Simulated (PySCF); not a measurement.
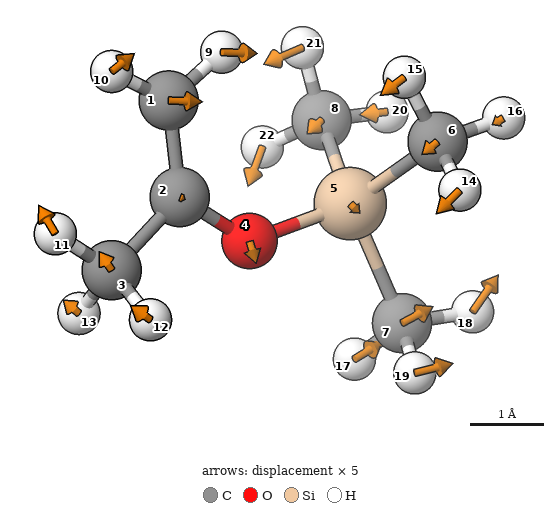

A relaxation of C6H14OSi. The starting structure is drawn; orange arrows show the displacements, 5 times their true length. The two geometries are superimposed by the best rigid fit.

A ball-and-stick model, seen from a free direction.

The start comes from GFN2-xTB. Its atoms were then displaced at random by about 0.01 Å.

These are results of PBE0-D3(BJ)/def2-SVP geometry optimisation, gas phase in PySCF 2.14.0, density-fitted response routines, not measurements. 

Question: What did the optimiser do to the structure, and how much energy did it gain?

Answer: The atom that moves furthest after the best rigid fit is H21 (0.14 Å). By element the largest moves are H 0.14 Å, C 0.11 Å, O 0.07 Å, Si 0.04 Å. Some distances before and after: C1–H10 1.046 → 1.090 Å, Si5–C6 1.916 → 1.873 Å, C2–O4 1.322 → 1.349 Å, Si5–C7 1.892 → 1.867 Å. Among the angles between lasting bonds that change: C2–O4–Si5 134.6° → 131.4°, C2–C1–H9 119.1° → 122.1°, Si5–C8–H22 112.6° → 110.3°. After 5 geometry steps the energy has fallen by 17.7 kJ/mol.
